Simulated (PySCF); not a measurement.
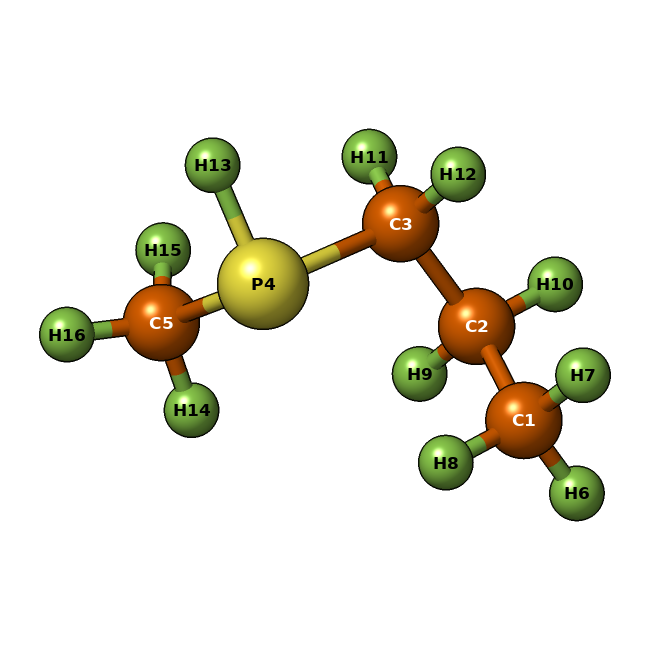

Every bond is drawn as one stick. The computed structure is the end point of a GFN2-xTB optimisation. No frequency run is at hand to confirm it as a minimum. Level of theory: PBE0/pcSseg-1 (PySCF 2.14.0).

List the Mayer bond orders of C1–C2, C2–C3, C3–P4, P4–C5 (bonds between heavy atoms, one of each equivalent set).

```tsv
bond	Mayer order	length (Å)
C1–C2	1.05	1.522
C2–C3	1.03	1.526
C3–P4	0.98	1.868
P4–C5	0.99	1.852
```

The geometry is semi-empirical. Around P such bond lengths and angles can be off by a tenth of an ångström or more and by several degrees, and values that hang on the shape move with them.
